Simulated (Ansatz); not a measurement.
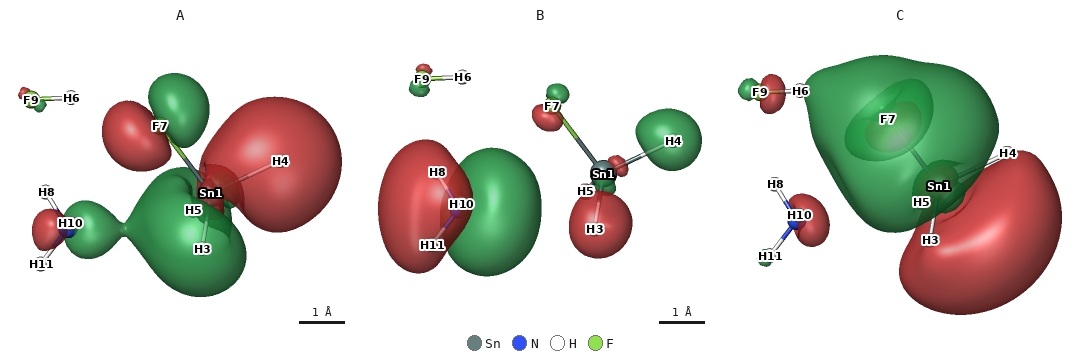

Figure 1: FH$_{3}$Sn···NH$_{3}$···HF. Three frontier orbitals at ±0.06 Å⁻³ᐟ² (green and red are the two phases), in no order.

Core potentials replace the inner electrons of Sn; not at a stationary point (largest force 1.2 eV/Å).

The calculation used RKS PBE0-D4/def2-SVP (Ansatz).

```xyz
11

Sn   -1.8467    0.6930    0.0589
N     1.0050   -0.7599   -1.0690
H    -1.5331    0.9203   -1.6000
H    -2.9236    1.8960    0.6705
H    -2.2834   -0.8856    0.5403
H     1.4630   -0.0082    1.8389
F    -0.2302    1.1200    1.0890
H     1.5249   -0.9178   -0.2056
F     2.1597   -0.5988    1.8535
H     1.4245    0.0740   -1.4857
H     1.2401   -1.5330   -1.6909
```

Q: Which picture is the HOMO−1, the HOMO and the LUMO?

A: A is the HOMO−1 (−9.04 eV). Its weight (Hirshfeld) is mainly on Sn1 (about 30 %), H4 (about 30 %), F7 (about 20 %) and H3 (about 10 %). B is the HOMO (−7.58 eV). By Hirshfeld shares it lies mainly on N2 (about 75 %); largely a lone pair of N2. C is the LUMO (−0.49 eV). It lies mainly on Sn1 (about 65 %) and F7 (about 15 %).

Q: What is the HOMO–LUMO gap?

A: 7.09 eV between the orbital energies.
